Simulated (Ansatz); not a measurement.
```xyz
9

Si    0.3030   -0.0323   -0.1057
H     0.3802   -0.0348    1.3609
H     1.6498    0.1706   -0.7103
H    -0.5965    1.0728   -0.5241
H    -0.2519   -1.3316   -0.5646
P    -2.7675    0.2529    1.3144
H    -2.7308   -0.7657    0.3194
H    -3.3633   -0.6208    2.2760
H    -1.4474   -0.0232    1.7673
```

Not at a stationary point (largest force 0.6 eV/Å).

Method: Ansatz 0.2.0, RKS r2SCAN/def2-mTZVP.

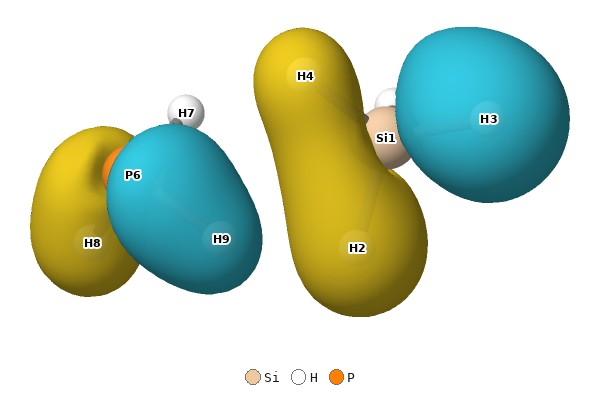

SiH$_{4}$···PH$_{3}$. The HOMO−1 at ±0.1 Å⁻³ᐟ² (yellow and cyan are the two phases), seen at a tilt.

**What is the character of this orbital?**

It lies mainly on Si1 (about 30 %), H3 (about 25 %), P6 (about 15 %) and H2 (about 15 %). Its energy is −8.64 eV.
